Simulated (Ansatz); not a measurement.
Input

```
crystal:
  periodic: [false, false, false]
  atoms:
    - {symbol: Cl, position_ang: [-0.070134, 1.658473, 2.408423]}
    - {symbol: Cl, position_ang: [-2.404521, -1.905284, -2.432461]}
    - {symbol: F, position_ang: [-0.248899, -0.960491, 0.127992]}
    - {symbol: F, position_ang: [-2.221660, 0.717048, -0.155689]}
    - {symbol: In, position_ang: [-0.162051, 1.164711, 0.129821]}
    - {symbol: In, position_ang: [-2.308953, -1.408165, -0.154772]}
    - {symbol: H, position_ang: [0.586860, 1.812892, -1.243283]}
    - {symbol: H, position_ang: [-3.055859, -2.054384, 1.220373]}
basis:
  gaussian: {orbitals: def2-SVPD}
hamiltonian: {xc: {name: PBE0}}
output: {forces: true, orbitals: {seedname: orbitals}}
```

Run with:

```sh
ansatz run input.yaml --threads 2 --pin off --max-ram 6090MiB --events-out events.jsonl --progress --plain --runs-dir runs
```

Geometry: PBE0-D4/def2-SVP; core potentials replace the inner electrons of In.

All numbers below come from isolated molecule in a Gaussian basis; Kohn-Sham density functional theory, functional PBE0 (Ansatz).

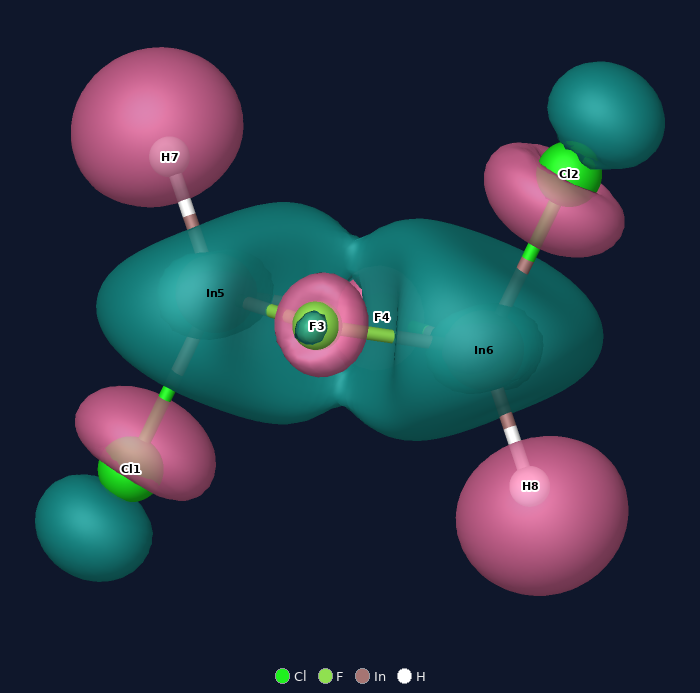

Cl2F2H2In2. The LUMO at ±0.08 Å⁻³ᐟ² (teal and pink are the two phases), seen at an oblique angle.

**Where does this orbital lie, and at what energy?**

Its weight (Hirshfeld) is mainly on In5 (about 25 %), In6 (about 25 %), H7 (about 10 %), H8 (about 10 %), Cl1 (about 10 %) and Cl2 (about 10 %); it is gerade (even under inversion). Its energy is −1.94 eV.
